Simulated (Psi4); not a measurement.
# BSiH3ClO (SMILES [SiH3]O[B]Cl) at UPBE/cc-pVDZ

Aim: the energy change on altering one bond length of BSiH3ClO at UPBE/cc-pVDZ, from 2 runs. 

The results are computed with Psi4 1.11.

**1. The molecule**

BSiH3ClO: 7 atoms, total charge 0, spin state doublet. As SMILES, `[SiH3]O[B]Cl`. Geometry: relaxed at PBE0-D4/def2-TZVP. This is one conformer, not always the lowest.

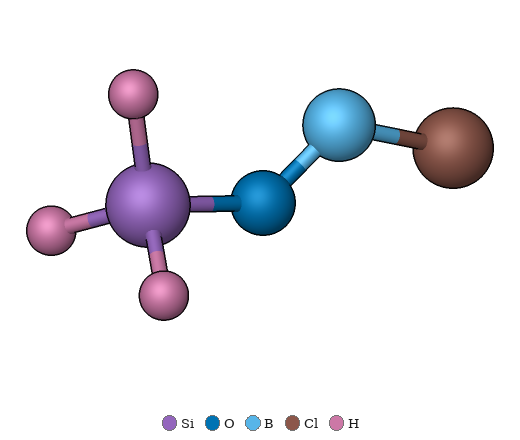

Viewed from a chosen angle; silicon purple, oxygen blue, boron blue, chlorine brown, hydrogen pink.

**2. Energy and gradient at UPBE/cc-pVDZ**

job.py

```python
import psi4

psi4.set_memory(2200000000)
psi4.set_num_threads(1)
psi4.set_output_file('output.dat', False)

molecule = psi4.geometry("""
0 2
Si
O 1 1.667081
B 2 1.324393 1 133.86115
Cl 3 1.747065 2 123.47715 1 -179.8049
H 1 1.479746 2 107.12332 3 -121.62942
H 1 1.481626 5 110.93089 2 -119.91879
H 1 1.479782 5 110.62371 6 -123.52434
symmetry c1
no_reorient
no_com
""")

psi4.set_options({
    'reference': 'uks',
    'puream': True,
    'e_convergence': 1e-09,
    'd_convergence': 1e-08,
    'scf_type': 'pk',
    'dft_radial_points': 99,
    'dft_spherical_points': 590,
    'maxiter': 100,
})

energy_value, wavefunction = psi4.gradient("pbe/cc-pVDZ", return_wfn=True)
psi4.oeprop(wavefunction, "DIPOLE", "LOWDIN_CHARGES", "QUADRUPOLE")
print('gradient / Eh bohr^-1')
print(energy_value.np.round(6))
print(f'energy = {wavefunction.energy():.10f} Eh')
for k, v in sorted(psi4.core.scalar_variables().items()):
    print(f'{k:45s} {v:18.10f}')
```

Launch:

```bash
python job.py
```

output.dat:

```text
[...]
  Running in c1 symmetry.
[...]
  Nuclear repulsion =  174.532044236239756
[...]
  Multiplicity = 2
[...]
  Nalpha       = 24
  Nbeta        = 23
[...]
    Number of basis functions: 79
[...]
   @UKS iter   1:  -850.92918337419917   -1.08627e-01   8.88854e-03 DIIS/ADIIS
[...]
   @UKS iter  13:  -851.14705550705708   -1.93268e-12   5.14626e-09 DIIS
[...]
   @S^2 Observed:                7.525637132E-01
[...]
  @UKS Final Energy:  -851.14705550705708
   => Energetics <=
    Nuclear Repulsion Energy =            174.5320442362397557
    One-Electron Energy =               -1521.8642034123645317
    Two-Electron Energy =                 558.6860155025136692
    DFT Exchange-Correlation Energy =     -62.5009118334459473
    Empirical Dispersion Energy =           0.0000000000000000
    VV10 Nonlocal Energy =                  0.0000000000000000
    Total Energy =                       -851.1470555070570754
[...]
  -Total Gradient:
     Atom            X                  Y                   Z
    ------   -----------------  -----------------  -----------------
       1       -0.000069744311     0.001059296786     0.025822908277
       2        0.000061939563    -0.014199576572    -0.020785750162
       3       -0.000053554492     0.016407881564    -0.001487346267
       4        0.000033523930    -0.002540419739    -0.011467715897
       5       -0.006713279197    -0.004400167944     0.002326274266
       6       -0.000135567753     0.007856496122     0.003261076975
       7        0.006877373519    -0.004171821701     0.002321653406
[...]
 Multipole Moments:
 ------------------------------------------------------------------------------------
     Multipole            Electronic (a.u.)      Nuclear  (a.u.)        Total (a.u.)
 ------------------------------------------------------------------------------------
 L = 1.  Multiply by 2.5417464519 to convert [e a0] to [Debye]
 Dipole X            :         -0.0068430            0.0066740           -0.0001690
 Dipole Y            :         -1.6604820            1.8827956            0.2223136
 Dipole Z            :          9.0317845           -9.8182696           -0.7864851
 Magnitude           :                                                    0.8173018
 L = 2.  Multiply by 1.3450342976 to convert [e a0^2] to [Debye ang]
 Quadrupole XX       :        -38.5782692           10.5747820          -28.0034872
 Quadrupole XY       :         -0.0881244            0.0931979            0.0050735
[...]
```

Standard output:

```text
gradient / Eh bohr^-1
[[-7.0000e-05  1.0590e-03  2.5823e-02]
 [ 6.2000e-05 -1.4200e-02 -2.0786e-02]
 [-5.4000e-05  1.6408e-02 -1.4870e-03]
 [ 3.4000e-05 -2.5400e-03 -1.1468e-02]
 [-6.7130e-03 -4.4000e-03  2.3260e-03]
 [-1.3600e-04  7.8560e-03  3.2610e-03]
 [ 6.8770e-03 -4.1720e-03  2.3220e-03]]
energy = -851.1470555071 Eh
CURRENT ENERGY                                   -851.1470555071
CURRENT REFERENCE ENERGY                         -851.1470555071
DD SOLVATION ENERGY                                 0.0000000000
DFT FUNCTIONAL TOTAL ENERGY                      -851.1470555071
DFT TOTAL ENERGY                                 -851.1470555071
DFT VV10 ENERGY                                     0.0000000000
DFT XC ENERGY                                     -62.5009118334
GRID ELECTRONS ALPHA                               23.9999994818
GRID ELECTRONS BETA                                22.9999995850
GRID ELECTRONS TOTAL                               46.9999990668
NUCLEAR REPULSION ENERGY                          174.5320442362
ONE-ELECTRON ENERGY                             -1521.8642034124
PCM POLARIZATION ENERGY                             0.0000000000
PE ENERGY                                           0.0000000000
SCF ITERATION ENERGY                             -851.1470555071
SCF ITERATIONS                                     13.0000000000
SCF TOTAL ENERGY                                 -851.1470555071
TWO-ELECTRON ENERGY                               558.6860155025
XC GRID RADIAL POINTS                              99.0000000000
XC GRID SPHERICAL POINTS                          590.0000000000
XC GRID TOTAL POINTS                           386021.0000000000
```

Wall time 36 s (1 thread of Intel Xeon 6975P-C (Granite Rapids), shared host); peak memory 1.1 GiB.

**3. The distorted shape at the same level**

bclh3osi.in

```
memory 2200 mb

molecule geom {
  0 2
  Si    -0.677643     1.253824     0.561556
  O     -0.059743    -0.169976    -0.046844
  B      1.151557    -0.563676    -0.409844
  Cl     1.605000    -2.636800    -1.219100
  H     -1.305943     0.935224     1.862856
  H      0.410957     2.245024     0.727956
  H     -1.690943     1.738824    -0.401644
  symmetry c1
}

set globals {
  reference uks
  puream true
  e_convergence 1e-09
  d_convergence 1e-08
  scf_type pk
  dft_radial_points 99
  dft_spherical_points 590
  maxiter 100
}

E, wfn = gradient('pbe/cc-pVDZ', return_wfn=True)
oeprop(wfn, 'MULLIKEN_CHARGES', 'WIBERG_LOWDIN_INDICES', 'LOWDIN_CHARGES')
print_variables()
```

Launch:

```bash
psi4 -i bclh3osi.in -o bclh3osi.out -n 1
```

bclh3osi.out:

```text
[...]
  Running in c1 symmetry.
[...]
  Nuclear repulsion =  161.107110715027261
[...]
  Multiplicity = 2
[...]
  Nalpha       = 24
  Nbeta        = 23
[...]
    Number of basis functions: 79
[...]
   @UKS iter   1:  -850.92510906311270   -3.75764e-01   8.39117e-03 ADIIS/DIIS
[...]
   @UKS iter  13:  -851.10789706445803   -2.04636e-12   7.68309e-09 DIIS
[...]
   @S^2 Observed:                7.548459398E-01
[...]
  @UKS Final Energy:  -851.10789706445803
   => Energetics <=
    Nuclear Repulsion Energy =            161.1071107150272610
    One-Electron Energy =               -1495.0518347710642502
    Two-Electron Energy =                 545.2217827034417041
    DFT Exchange-Correlation Energy =     -62.3849557118626592
    Empirical Dispersion Energy =           0.0000000000000000
    VV10 Nonlocal Energy =                  0.0000000000000000
    Total Energy =                       -851.1078970644580295
[...]
 Multipole Moments:
 ------------------------------------------------------------------------------------
     Multipole            Electronic (a.u.)      Nuclear  (a.u.)        Total (a.u.)
 ------------------------------------------------------------------------------------
 L = 1.  Multiply by 2.5417464519 to convert [e a0] to [Debye]
 Dipole X            :          4.6114663           -5.4895836           -0.8781173
 Dipole Y            :         -6.6196110            8.2267213            1.6071103
 Dipole Z            :         -3.1606831            3.8838579            0.7231748
 Magnitude           :                                                    1.9689782
[...]
  -Total Gradient:
     Atom            X                  Y                   Z
    ------   -----------------  -----------------  -----------------
       1        0.015726737841    -0.032523964641    -0.014264477080
       2       -0.027410767051     0.040444196251     0.019202465408
       3       -0.002593375844     0.044122480917     0.015885952548
       4        0.012736777685    -0.048686199219    -0.019393331674
       5        0.002812771128     0.002712782100    -0.006518258365
       6       -0.006162602269    -0.004509977649    -0.000546647944
       7        0.004880702933    -0.001561911969     0.005635860658
[...]
  Mulliken Charges: (a.u.)
   Center  Symbol    Alpha    Beta     Spin     Total
       1    SI     6.81886  6.81598  0.00287  0.36516
       2     O     4.06178  4.04082  0.02097 -0.10260
       3     B     2.83624  2.09491  0.74133  0.06884
       4    CL     8.75355  8.51819  0.23536 -0.27174
       5     H     0.50824  0.50970 -0.00147 -0.01794
       6     H     0.51310  0.51068  0.00242 -0.02378
       7     H     0.50823  0.50972 -0.00149 -0.01795
   Total alpha = 24.00000, Total beta = 23.00000, Total charge =  0.00000
  Lowdin Charges: (a.u.)
[...]
```

Run time: 37 s. Hardware: 1 thread of Intel Xeon 6975P-C (Granite Rapids), shared host; peak memory 1.1 GiB.

**4. Summary of results**

Level: UPBE/cc-pVDZ.

| quantity | value |
| --- | --- |
| first shape: total energy | -851.14706 Eh |
| first shape: dipole moment | 2.08 D |
| first shape: HOMO energy (highest over α and β) | -4.49 eV |
| first shape: LUMO energy (lowest over α and β) | -2.35 eV |
| first shape: ⟨S²⟩ | 0.753 |
| first shape: largest force on an atom | 1.329 eV/Å |
| distorted shape: total energy | -851.10790 Eh |
| distorted shape: dipole moment | 5.00 D |
| distorted shape: HOMO energy (highest over α and β) | -5.72 eV |
| distorted shape: LUMO energy (lowest over α and β) | -3.98 eV |
| distorted shape: ⟨S²⟩ | 0.755 |
| distorted shape: largest force on an atom | 2.773 eV/Å |
| energy change with the B3–Cl4 bond stretched from 1.747 to 2.271 Å | 1.066 eV |

In words: With the B3–Cl4 bond stretched from 1.747 to 2.271 Å the energy rises by 1.07 eV (25 kcal/mol). The first shape isn't relaxed at this level, so the change isn't measured from a minimum. The largest force (first shape) is 1.33 eV/Å: the shape isn't a stationary point for this species at this level. Mulliken charges (distorted shape) run from -0.27 on Cl4 to +0.37 on Si1.
